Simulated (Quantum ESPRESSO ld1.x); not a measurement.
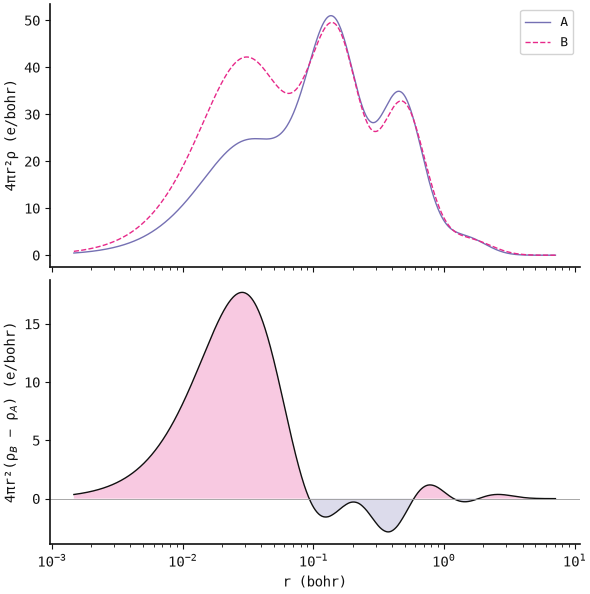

Two charge states of selenium were computed: Se²⁺ in 1s1 2s2 2p6 3s2 3p6 3d10 4s2 4p3 (open shells shared over both j by 2j + 1); Se⁺ in [Ar] 3d10 4s2 4p3 (open shells shared over both j by 2j + 1). All numbers are computed, not measured: Dirac Kohn-Sham, LDA (Slater exchange, Perdew-Zunger correlation), spin-unpolarised, spherical densities, point nucleus (Quantum ESPRESSO ld1.x 7.5).

The plot shows both radial densities and the radial density of run B less that of run A; on the logarithmic r axis, areas aren't charges.

> Which run is A and which is B? Where does the charge move?

A is Se²⁺ in 1s1 2s2 2p6 3s2 3p6 3d10 4s2 4p3 (open shells shared over both j by 2j + 1); B is Se⁺ in [Ar] 3d10 4s2 4p3 (open shells shared over both j by 2j + 1). B holds 1.8 electrons more than A where the difference is positive (most at r = 0.029 bohr) and 0.85 electrons fewer where it is negative (most at r = 0.37 bohr), a net change of +1. The energy of B less that of A is −12.70 keV.
